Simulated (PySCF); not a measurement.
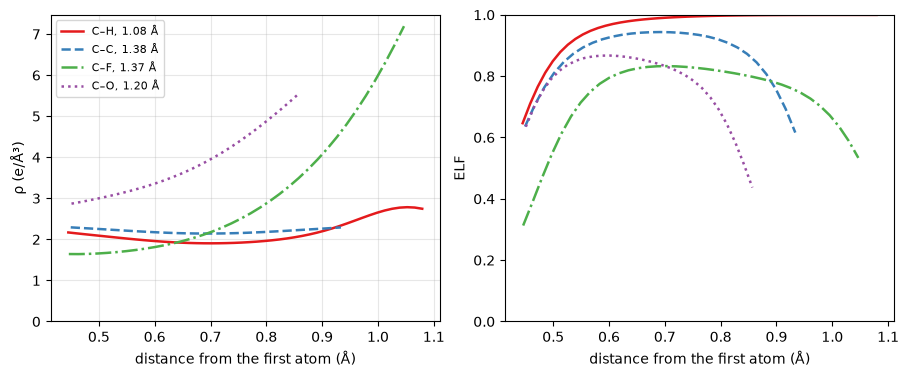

*C10H11FO2 (PhCHFCOOEt). Total electron density and electron localisation function along straight lines between neighbouring atoms. The curves leave out the atomic cores.*

Geometry: GFN2-xTB.

Level of theory: mPW1PW91/6-31G*, SCF density, gas phase, non-relativistic (PySCF).

```xyz
24

C     2.8094    0.2509    1.2309
C     3.0435   -0.1451   -0.2193
O     1.8340   -0.0486   -0.9768
C     1.0013   -1.0731   -0.9210
O     1.1798   -2.0951   -0.3131
C    -0.2927   -0.7788   -1.6860
F    -0.0511    0.0723   -2.7355
C    -1.2399   -0.1704   -0.6803
C    -1.9832   -0.9985    0.1506
C    -2.8151   -0.4461    1.1078
C    -2.9096    0.9300    1.2375
C    -2.1653    1.7546    0.4115
C    -1.3237    1.2079   -0.5416
H     2.3880    1.2518    1.2836
H     3.7520    0.2323    1.7701
H     2.1199   -0.4469    1.7003
H     3.7388    0.5377   -0.7109
H     3.4183   -1.1719   -0.2792
H    -0.6886   -1.7116   -2.1039
H    -1.9007   -2.0702    0.0496
H    -3.3921   -1.0915    1.7530
H    -3.5624    1.3583    1.9834
H    -2.2349    2.8275    0.5114
H    -0.7375    1.8443   -1.1868
```

Compare the contacts.

C–H (1.08 Å): the density is about 2 e/Å³ at the midpoint; the ELF climbs to about 1 towards the hydrogen, as it does in any bond to H (a covalent bond by its length).
C–C (1.38 Å): the density is about 2.1 e/Å³ at the midpoint; the ELF peaks at about 0.95 between the atoms; localised, covalent bonding.
C–F (1.37 Å): ρ at the midpoint is about 2.1 e/Å³, with its minimum of 1.6 e/Å³ about 0.5 Å from C; the ELF peaks at about 0.85 between the atoms (a polar covalent bond).
C–O (1.20 Å): ρ at the midpoint is about 3.4 e/Å³; the ELF peaks at about 0.85 between the atoms: a multiple bond.
